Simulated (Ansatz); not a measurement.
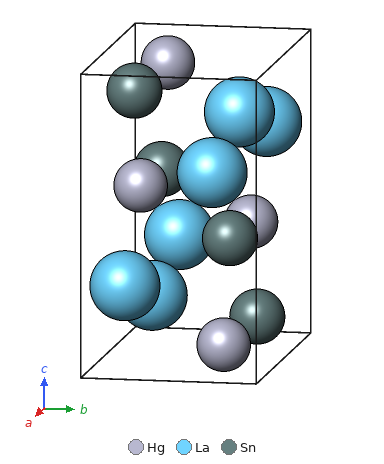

We look at a spheres-only model of the crystal slightly off an axis. The lines enclose the simulation cell; boundary atoms appear with their images.

```xyz
12
Lattice="7.9267 0.0000 0.0000 0.0000 4.8869 0.0000 0.0000 0.0000 8.4407" Properties=species:S:1:pos:R:3 pbc="T T T"
Hg    5.6065    1.2217    4.9775
Hg    6.2835    3.6652    0.7571
Hg    1.6432    1.2217    7.6836
Hg    2.3201    3.6652    3.4632
La    3.9221    1.2217    1.6215
La    0.0412    3.6652    5.8418
La    7.8854    1.2217    2.5989
La    4.0046    3.6652    6.8192
Sn    6.5149    1.2217    7.7756
Sn    5.3751    3.6652    3.5552
Sn    2.5516    1.2217    4.8855
Sn    1.4117    3.6652    0.6651
```

Calculation details: DFT, PAW plane waves, PBE+U in Ansatz; E_cut = 420 eV, a 4×5×3 k-point grid, Gaussian smearing of 0.021 eV, U_eff = 2.36 eV on Hg d, no spin polarisation.

### List the Bader charges.

La +1.24 e; Sn -0.36 e; Hg -0.87 e.

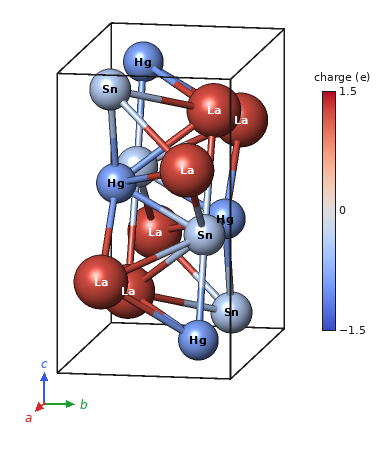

The atoms coloured by those charges.

The model is a generated cell, made by putting these elements into a known structure type (the compound may or may not exist in this form); its atoms and cell weren't optimised. It went into a calculation with Ansatz.
